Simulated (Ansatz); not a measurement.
GeH5N···CH4

Input file:

```
crystal:
  periodic: [false, false, false]
  atoms:
    - {symbol: Ge, position_ang: [-0.778567, 1.416176, -0.706524]}
    - {symbol: C, position_ang: [0.390078, -1.601593, 1.550463]}
    - {symbol: H, position_ang: [-1.943557, 0.433394, -0.520715]}
    - {symbol: H, position_ang: [-0.222446, 1.877892, 0.648044]}
    - {symbol: H, position_ang: [-1.284635, 2.651861, -1.488362]}
    - {symbol: H, position_ang: [0.685956, -1.239297, 0.565493]}
    - {symbol: N, position_ang: [0.573509, 0.489199, -1.553031]}
    - {symbol: H, position_ang: [0.669749, -0.869264, 2.308179]}
    - {symbol: H, position_ang: [-0.689744, -1.750671, 1.575357]}
    - {symbol: H, position_ang: [0.889098, -2.547438, 1.761659]}
    - {symbol: H, position_ang: [1.411239, 1.037621, -1.694555]}
    - {symbol: H, position_ang: [0.299219, 0.102217, -2.446106]}
basis:
  gaussian: {orbitals: def2-TZVPP}
hamiltonian: {xc: pbe0, dispersion: d4}
output: {orbitals: {seedname: orbitals}}
```

Launched as:

```sh
ansatz run in.yaml --threads 4 --pin off --events-out ev --progress --plain --max-ram 9574MiB
```

The product side of a reaction path; geometry: PBE0-D4/def2-TZVP.

Computed with Ansatz, RKS PBE0-D4/def2-TZVPP.

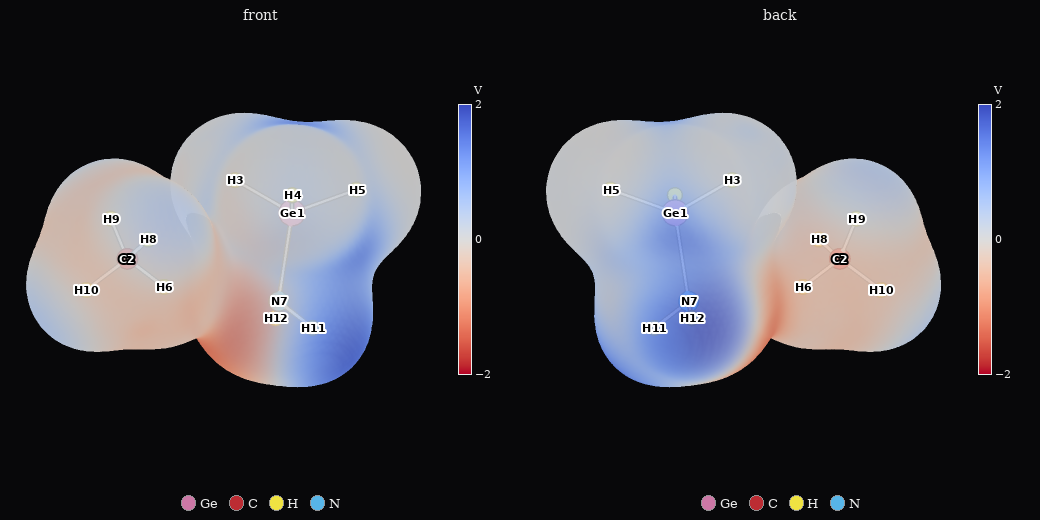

Figure 1. The molecular electrostatic potential painted on the density surface at 0.002 e/bohr³, seen from the front and from behind; red is negative and blue positive.

Q: Where is the surface potential most negative and most positive?

A: The most negative region (about −1.2 V) lies over N7, the most positive (about +1.7 V) over H11 and H12. N7 is the likeliest acceptor of a hydrogen bond.

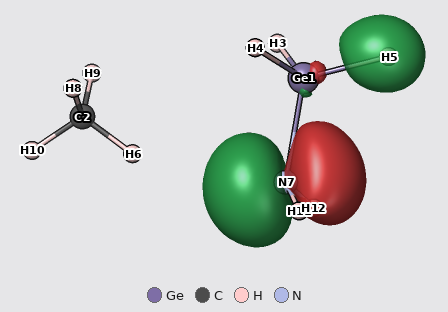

Figure 2. The HOMO at ±0.15 Å⁻³ᐟ² (green and red are the two phases), seen across its widest extent.

Q: What is the character of this orbital?

A: Its weight (Hirshfeld) is mainly on N7 (about 65 %), Ge1 (about 10 %) and H5 (about 10 %). Its energy is −7.38 eV.

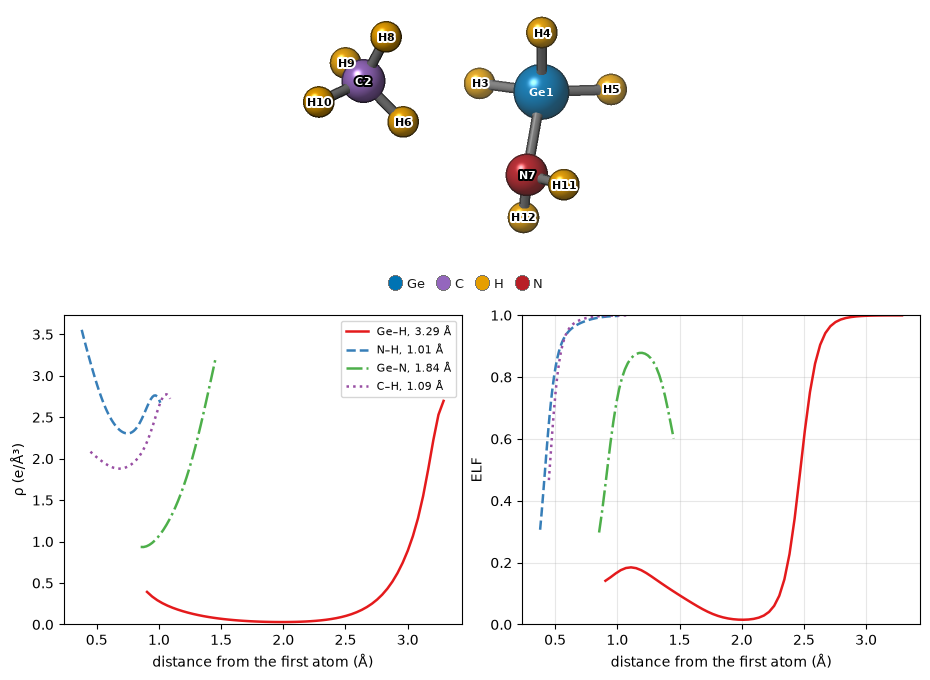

Figure 3. Total electron density and electron localisation function along straight lines between neighbouring atoms. The curves leave out the atomic cores. The structure is drawn too.

Q: Compare the contacts.

A: Ge1···H6 (3.29 Å): the density falls to about 0.03 e/Å³ on the way; the ELF dips to about 0 between them: a non-bonded, intermolecular contact.
N–H (1.01 Å): the density is about 2.9 e/Å³ at the midpoint; the ELF climbs to about 1 towards the hydrogen, as it does in any bond to H; an ordinary covalent bond to hydrogen.
Ge–N (1.84 Å): ρ at the midpoint is about 0.96 e/Å³; the ELF peaks at about 0.90 in the valence shell of N, 0.6 Å from its nucleus, and is about 0.50 at the midpoint.
C–H (1.09 Å): ρ at the midpoint is about 2 e/Å³; the ELF climbs to about 1 towards the hydrogen: an ordinary covalent bond to hydrogen.

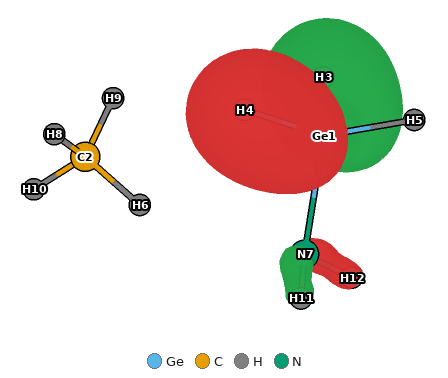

Figure 4. The HOMO−1 at ±0.15 Å⁻³ᐟ² (green and red are the two phases), seen at a tilt.

Q: What is the character of this orbital?

A: Its weight (Hirshfeld) is mainly on Ge1 (about 40 %), H4 (about 25 %) and H3 (about 25 %). Its energy is −9.49 eV.
